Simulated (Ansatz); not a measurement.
# H8O2Si3: comparison of dispersion corrections, by script

A script is to give a comparison of dispersion corrections; the system is H8O2Si3.

All numbers are computed with Ansatz 0.2.0, driven from Python. The levels of theory stand in the script.

### Step 1. The structure

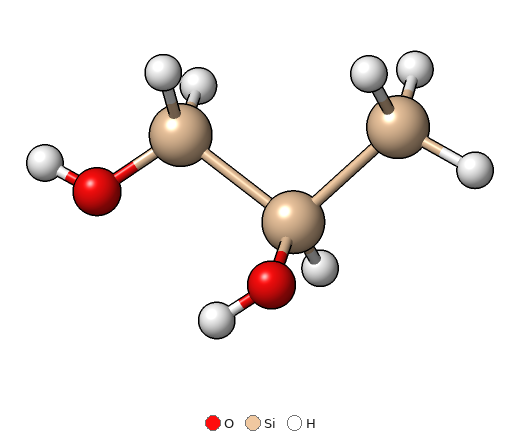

The structure that the script starts from, seen from a chosen angle (oxygen red, silicon light orange, hydrogen white).

No structure file is read: the coordinates are typed or built in the script.

### Step 2. The script

Input file h8o2si3_disp.py:

```python
import ansatz as az

params = {
    "basis_set": "def2-SVP",
}


def main() -> None:
    geometry_ang = [
        ("O", [-2.3448, 0.6928, 1.3623]),
        ("Si", [-0.7442, 0.7132, 1.1589]),
        ("Si", [-0.2246, -0.1823, -0.926]),
        ("O", [-0.9424, -1.5977, -1.1853]),
        ("Si", [2.0948, -0.4809, -0.8227]),
        ("H", [-2.7168, 1.1424, 2.1778]),
        ("H", [-0.2198, 2.1092, 1.3002]),
        ("H", [-0.1424, -0.0822, 2.257]),
        ("H", [-0.5642, 0.7781, -1.9567]),
        ("H", [-1.9794, -1.5715, -1.0414]),
        ("H", [2.6163, -1.015, -2.0632]),
        ("H", [2.4775, -1.3979, 0.3122]),
        ("H", [2.7105, 0.857, -0.5585]),
    ]
    geometry = az.Crystal.molecule()
    for symbol, xyz in geometry_ang:
        geometry = geometry.atom(symbol, xyz)

    model = (
        geometry.calculation()
        .basis(gaussian=params["basis_set"])
        .scf(lower_state_search="off")
    )
    for name in ["blyp", "revpbe"]:
        for correction in ("d3bj", "d4"):
            summary = model.functional(name, dispersion=correction).run().report
            print(f"{name:8s} {correction:5s} total {summary['free_energy_ev']:.5f} eV, of which dispersion {1000 * summary['dispersion']['energy']['ev']:.2f} meV")


if __name__ == "__main__":
    main()
```

### Step 3. The calls as engine input

The package turns the script's settings into the engine's input (first run):

```yaml
crystal:
  periodic: [false, false, false]
  atoms:
    - { symbol: O, position_ang: [-2.3448, 0.6928, 1.3623] }
    - { symbol: Si, position_ang: [-0.7442, 0.7132, 1.1589] }
    - { symbol: Si, position_ang: [-0.2246, -0.1823, -0.926] }
    - { symbol: O, position_ang: [-0.9424, -1.5977, -1.1853] }
    - { symbol: Si, position_ang: [2.0948, -0.4809, -0.8227] }
    - { symbol: H, position_ang: [-2.7168, 1.1424, 2.1778] }
    - { symbol: H, position_ang: [-0.2198, 2.1092, 1.3002] }
    - { symbol: H, position_ang: [-0.1424, -0.0822, 2.257] }
    - { symbol: H, position_ang: [-0.5642, 0.7781, -1.9567] }
    - { symbol: H, position_ang: [-1.9794, -1.5715, -1.0414] }
    - { symbol: H, position_ang: [2.6163, -1.015, -2.0632] }
    - { symbol: H, position_ang: [2.4775, -1.3979, 0.3122] }
    - { symbol: H, position_ang: [2.7105, 0.857, -0.5585] }
basis:
  gaussian:
    orbitals: def2-SVP
hamiltonian:
  xc: blyp
  dispersion: d3bj
scf:
  lower_state_search: "off"
```

### Step 4. Running it

On the command line:

```bash
python h8o2si3_disp.py
```

The log of the run:

```text
blyp     d3bj  total -27846.76092 eV, of which dispersion -698.35 meV
blyp     d4    total -27846.73651 eV, of which dispersion -673.94 meV
revpbe   d3bj  total -27841.99734 eV, of which dispersion -733.70 meV
revpbe   d4    total -27842.09984 eV, of which dispersion -836.20 meV
```

Run time: 9.2 s. Hardware: 1 thread of Arm Neoverse V2, shared host; peak memory 0.21 GiB.

### Step 5. What changed from run to run

The engine's inputs for the other runs:

Run 2, against run 1:

```diff
@@ -22 +22 @@
-  dispersion: d3bj
+  dispersion: d4
```

Run 3, against run 1:

```diff
@@ -21 +21 @@
-  xc: blyp
+  xc: revpbe
```

Run 4, against run 1:

```diff
@@ -21,2 +21,2 @@
-  xc: blyp
-  dispersion: d3bj
+  xc: revpbe
+  dispersion: d4
```

### Step 6. Run by run

The 4 runs, in the order started:

```csv
run,functional,dispersion,energy (eV),SCF cycles,CPU time (s)
1,blyp,d3bj,-27846.7609,20,2.2
2,blyp,d4,-27846.7365,20,2.2
3,revpbe,d3bj,-27841.9973,20,2.2
4,revpbe,d4,-27842.0998,20,2.2
```

Totals under unlike functionals or potentials can't be compared directly.

### Step 7. Summary of results

| quantity | value |
| --- | --- |
| dispersion energy | -836.2 to -673.94 meV |
| runs compared | 4 |

What this shows: The dispersion term depends on the functional it is damped for, so it isn't a property of the molecule alone. All 4 runs converged. The geometry is a force-field or estimated start, not a minimum of this method, and the basis set is short of its limit. D4 holds the three-body term, and d3bj doesn't.
